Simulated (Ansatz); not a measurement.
**NH3Cl (doublet): correlated methods under varied settings at distance N1–H4 along a hydrogen transfer = 1.567 Å**

What do other methods and options give for NH3Cl (doublet) at this geometry, and how long do they take?

Program: Ansatz 0.2.0, Gaussian basis. Level of theory: the settings change from run to run. These are calculated values, not measurements.

12 further runs of the same task are left out: 1 for a known fault of the program, 1 for a mislabelled method, 6 that didn't finish, 4 set aside as unsound or not needed.

## 1. What is computed

The geometry derives from fragments relaxed apart (PBE0/def2-TZVP) and kept rigid, so it is no stationary point. A hydrogen atom is moved between rigid fragments.

5 atoms, charge 0, spin multiplicity 2.

Atoms are counted from 1 here; the program's logs count them from 0.

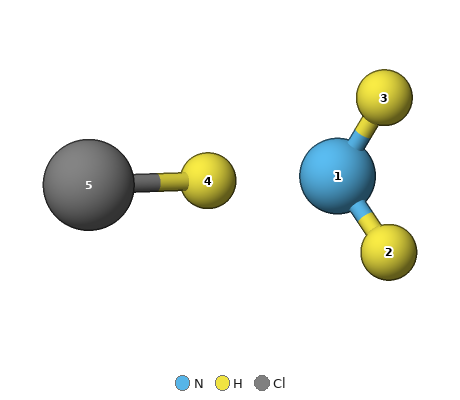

The geometry (nitrogen blue, hydrogen yellow, chlorine grey); atoms are numbered from 1 in the order of the file.

## 2. CASSCF(7,4)/cc-pVDZ

The input, in.yaml:

```yaml
crystal:
  periodic: [false, false, false]
  atoms:
    - {symbol: N, position_ang: [-2.051277, -0.010862, -0.016905]}
    - {symbol: H, position_ang: [-2.348557, 0.956972, -0.016905]}
    - {symbol: H, position_ang: [-2.348556, -0.413161, 0.863355]}
    - {symbol: H, position_ang: [-0.484277, -0.010861, -0.016905]}
    - {symbol: Cl, position_ang: [0.957723, -0.010861, -0.016905]}
basis:
  gaussian: {orbitals: cc-pVDZ}
magnetization: {spin_polarized: false, initial_magnetization: 1}
correlation: {active_space: {window: {electrons: 7, orbitals: 4}}}
```

Launch:

```
> ansatz run in.yaml --threads 1 --pin off --events-out ev --progress --plain --max-ram 2393MiB
```

The log of the run:

```text
Functional definition: HF
  name "HF"
  cite "Fock, Z. Phys. 61, 126 (1930) doi:10.1007/BF01340294"
  parent pbe
  exchange = exact_x
  correlation = 0
464 factors; integrals over basis functions are off by at most 1.2e-3 eV
mean field evaluation 1: about -14030.2392 eV, gradient 1.6e1 eV
mean field evaluation 2: about -14030.2657 eV, gradient 1.6e1 eV
mean field evaluation 4: about -14031.3420 eV, gradient 2.1e0 eV
mean field evaluation 8: about -14031.3618 eV, gradient 2.2e-1 eV
mean field evaluation 16: about -14031.3634 eV, gradient 1.7e-6 eV
mean field evaluation 32: about -14023.8264 eV, gradient 3.8e1 eV
mean field -14031.36339424 eV, -515.6430939387 hartree, gradient 1.8e-6 eV, S^2 0.750000; 4 other end points of the search recorded, 0 dependent functions left out
reference -14031.36339424 eV, -515.6430939387 hartree; 14, 13 occupied and 33, 34 virtual orbitals, 464 factors
state -14031.36339424 eV, -515.6430939387 hartree
Total energy: -14031.36339424 eV, -515.6430939387 hartree
```

It took 0.69 s on 1 thread of Intel Xeon 6975P-C, shared host.

From the report: 4 determinants; active occupations 2.00, 2.00, 2.00, 1.00. With so small a space the active step adds no correlation: the energy is the mean field's.

## 3. MP2 on ROHF/6-31G

in.yaml, as its differences from that of step 2:

```diff
@@ -9,4 +9,5 @@
 basis:
-  gaussian: {orbitals: cc-pVDZ}
+  gaussian: {orbitals: 6-31G}
 magnetization: {spin_polarized: false, initial_magnetization: 1}
-correlation: {active_space: {window: {electrons: 7, orbitals: 4}}}
+correlation: {method: mp2, electrons: outside_noble_gas}
+output: {forces: true}
```

The command is unchanged.

The log of the run, cut to the lines that bear on the results:

```text
Functional definition: HF
  name "HF"
  cite "Fock, Z. Phys. 61, 126 (1930) doi:10.1007/BF01340294"
  parent pbe
[...]
368 factors; integrals over basis functions are off by at most 2.9e-4 eV
[...]
mean field -14029.34578919 eV, -515.5689483206 hartree, gradient 2.5e-6 eV, S^2 0.750000; 4 other end points of the search recorded, 0 dependent functions left out
[...]
6 core orbitals not correlated: weight in the atoms' cores, before any rotation towards them, 1.000 or more for the frozen orbitals, at most 0.000 for the correlated occupied ones
reference -14029.34578919 eV, -515.5689483206 hartree; 8, 7 occupied and 14, 15 virtual orbitals, 368 factors
second order -3.82574226 eV of doubles, -0.03081854 eV of singles
[...]
Total energy: -14033.20234999 eV, -515.7106743160 hartree
Atom 0 at    -2.051277    -0.010862    -0.016905 Å, force     0.942446     0.137361     0.213803 eV/Å
Atom 1 at    -2.348557     0.956972    -0.016905 Å, force    -0.532509     0.805813    -0.387283 eV/Å
Atom 2 at    -2.348556    -0.413161     0.863355 Å, force    -0.532509    -0.687193     0.571918 eV/Å
Atom 3 at    -0.484277    -0.010861    -0.016905 Å, force     0.868623    -0.349765    -0.544412 eV/Å
Atom 4 at     0.957723    -0.010861    -0.016905 Å, force    -0.746051     0.093783     0.145975 eV/Å
Dipole moment:    -1.045762     0.217700     0.338853 e Å
```

Run time: 0.54 s. Hardware: 1 thread of Intel Xeon 6975P-C, shared host.

## 4. CCSD on UHF/def2-mTZVP

in.yaml, as its differences from that of step 3:

```diff
@@ -9,5 +9,5 @@
 basis:
-  gaussian: {orbitals: 6-31G}
-magnetization: {spin_polarized: false, initial_magnetization: 1}
-correlation: {method: mp2, electrons: outside_noble_gas}
-output: {forces: true}
+  gaussian: {orbitals: def2-mTZVP, point_charges: [{charge: -0.50, position_ang: [4.598, 0.102, -0.456]}]}
+magnetization: {spin_polarized: true, initial_magnetization: 1}
+correlation: {method: ccsd, electrons: all}
+scf: {lower_state_search: full}
```

Launched as before.

The log of the run, cut to the lines that bear on the results:

```text
Functional definition: HF
  name "HF"
  cite "Fock, Z. Phys. 61, 126 (1930) doi:10.1007/BF01340294"
  parent pbe
[...]
449 factors; integrals over basis functions are off by at most 1.1e-3 eV
[...]
mean field -14031.50345904 eV, -515.6482412252 hartree, gradient 2.1e-6 eV, S^2 0.764821; 5 other end points of the search recorded, 0 dependent functions left out
determinant -14031.50345904 eV, -515.6482412252 hartree, with singles and doubles -14041.61840294 eV, -516.0199585572 hartree
determinant -14028.37584057 eV, -515.5333033664 hartree, with singles and doubles -14038.89805205 eV, -515.9199875060 hartree
determinant -14028.35118465 eV, -515.5323972780 hartree, with singles and doubles -14038.84504860 eV, -515.9180396650 hartree
reference -14031.50345904 eV, -515.6482412252 hartree; 14, 13 occupied and 36, 37 virtual orbitals, 449 factors
second order -9.25393525 eV of doubles, -0.00000000 eV of singles
cycle   1  -10.11532114 eV  change   -3.8e-4 eV  update   2.4e-3
[...]
cycle  10  -10.11759100 eV  change   -1.6e-5 eV  update   1.8e-5
Total energy: -14041.62105005 eV, -516.0200558366 hartree
```

It took 6 s on 1 thread of Intel Xeon 6975P-C, shared host.

From the report: ⟨S²⟩ of the determinant 0.765 (pure doublet: 0.75); correlation -10.1176 eV; T1 0.011; largest double amplitude 0.04.

## 5. BCCD(T) on ROHF/cc-pVDZ

The input, in.yaml:

```yaml
crystal:
  periodic: [false, false, false]
  atoms:
    - {symbol: N, position_ang: [-2.051277, -0.010862, -0.016905]}
    - {symbol: H, position_ang: [-2.348557, 0.956972, -0.016905]}
    - {symbol: H, position_ang: [-2.348556, -0.413161, 0.863355]}
    - {symbol: H, position_ang: [-0.484277, -0.010861, -0.016905]}
    - {symbol: Cl, position_ang: [0.957723, -0.010861, -0.016905]}
basis:
  gaussian: {orbitals: cc-pVDZ}
magnetization: {spin_polarized: false, initial_magnetization: 1}
correlation: {method: bccd_t, electrons: outside_noble_gas}
accuracy: high
output: {forces: true}
```

The command is unchanged.

The log of the run, cut to the lines that bear on the results:

```text
Functional definition: HF
  name "HF"
  cite "Fock, Z. Phys. 61, 126 (1930) doi:10.1007/BF01340294"
  parent pbe
[...]
995 factors; integrals over basis functions are off by at most 3.4e-9 eV
[...]
mean field -14031.36342843 eV, -515.6430951950 hartree, gradient 1.2e-8 eV, S^2 0.750000; 4 other end points of the search recorded, 0 dependent functions left out
[...]
6 core orbitals not correlated: weight in the atoms' cores, before any rotation towards them, 1.000 or more for the frozen orbitals, at most 0.000 for the correlated occupied ones
reference -14031.36342843 eV, -515.6430951950 hartree; 8, 7 occupied and 33, 34 virtual orbitals, 995 factors
second order -8.18112939 eV of doubles, -0.07561261 eV of singles
cycle   1  -8.93351457 eV  change   -6.8e-1 eV  update   5.5e-2
[...]
cycle  29  -9.16104353 eV  change   3.6e-10 eV  update   1.5e-9
perturbative correction -0.17946308 eV, -0.0065951467 hartree
[...]
Total energy: -14040.70393505 eV, -515.9863524820 hartree
Atom 0 at    -2.051277    -0.010862    -0.016905 Å, force     1.144607    -0.468470    -0.729178 eV/Å
Atom 1 at    -2.348557     0.956972    -0.016905 Å, force    -0.587590     0.921915     0.125038 eV/Å
Atom 2 at    -2.348556    -0.413161     0.863355 Å, force    -0.587590    -0.269488     0.890471 eV/Å
Atom 3 at    -0.484277    -0.010861    -0.016905 Å, force     1.827739    -0.287917    -0.448146 eV/Å
Atom 4 at     0.957723    -0.010861    -0.016905 Å, force    -1.797166     0.103960     0.161816 eV/Å
Dipole moment:    -0.848782     0.164960     0.256762 e Å
```

It took 15 s on 1 thread of Intel Xeon 6975P-C, shared host; peak memory 0.38 GiB.

From the report: correlation -9.3405 eV; largest double amplitude 0.04.

## 6. The runs in one table

Where basis and cores are those of an earlier UCCSDT(Q)/cc-pVDZ run (-14040.7387 eV), and the state is the same kind, the miss against it is given.

```
                                         level         correlated  functions  energy (eV)  from UCCSDT(Q) (meV)    time
                           CASSCF(7,4)/cc-pVDZ                            47  -14031.3634                9375.3  0.69 s
                             MP2 on ROHF/6-31G  outside noble gas         28  -14033.2023                        0.54 s
CCSD on UHF/def2-mTZVP (beside a point charge)                all         50  -14041.6211                           6 s
                       BCCD(T) on ROHF/cc-pVDZ  outside noble gas         47  -14040.7039                  34.8    15 s
```

## 7. Results

| quantity | value |
| --- | --- |
| runs | 4 |
| quickest | MP2 on ROHF/6-31G, 0.54 s |
| slowest | BCCD(T) on ROHF/cc-pVDZ, 15 s |

**Reading.** Total energies in different bases, with other cores or another treatment of relativity can't be set against each other. BCCD(T) on ROHF/cc-pVDZ took 27 times as long as MP2 on ROHF/6-31G; the jobs differ in more than the method. Hartree-Fock, CASSCF and CASCI lack dynamic correlation by design.
